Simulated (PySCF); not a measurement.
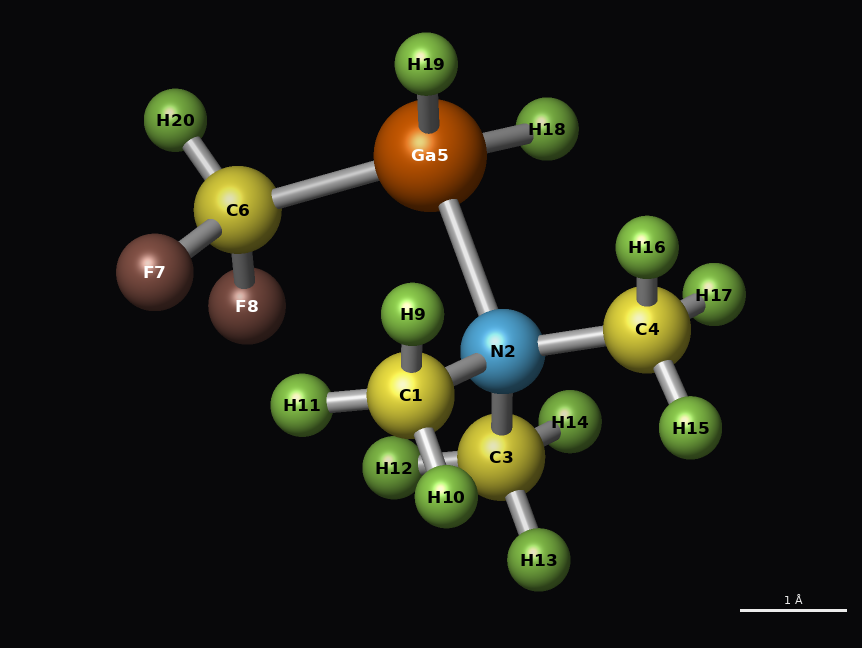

The atoms are numbered. Computed geometry: PBE0-D3(BJ)/def2-SVP optimisation. No frequency run is at hand to confirm it as a minimum.

List the bonds and their lengths. Leave out bonds to hydrogen.

| bond | length (Å) |
| --- | --- |
| C1–N2 | 1.468 |
| N2–C3 | 1.468 |
| N2–C4 | 1.465 |
| N2–Ga5 | 2.131 |
| Ga5–C6 | 2.030 |
| C6–F7 | 1.378 |
| C6–F8 | 1.376 |
